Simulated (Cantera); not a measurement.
Feed: 1 mol V, 1.2 mol N₂O, 0.68 mol O₂, at 38.0 mbar.

Cantera equilibrium calculation (NASA polynomials, part measured and part estimated; ideal gas, pure solids and liquids). Candidate condensed phases: V, VN, VO, V₂O₃, V₂O₄, V₂O₅; 13 gas species. Mutual solubility and eutectic melting of coexisting phases are not modelled. Condensed phases not in the tables: the oxides between V₂O₃ and V₂O₅ other than VO₂. Gases not in the tables: V₄O₁₀. Rates play no part.

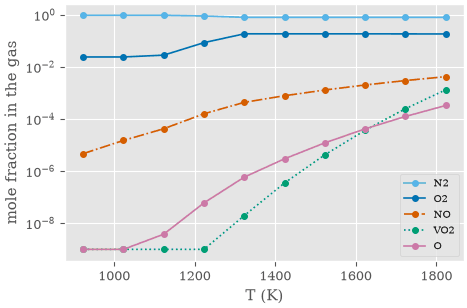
Figure. Equilibrium gas composition (values under 1e-9 drawn at 1e-9)

At 923 K the condensed part is V₂O₅(s). At 1023 K the condensed part is V₂O₅(l). From 1123 K to 1223 K the condensed part is V₂O₄(s) + V₂O₅(l). From 1323 K to 1723 K the condensed part is V₂O₄(s). At 1823 K the condensed part is V₂O₄(l).
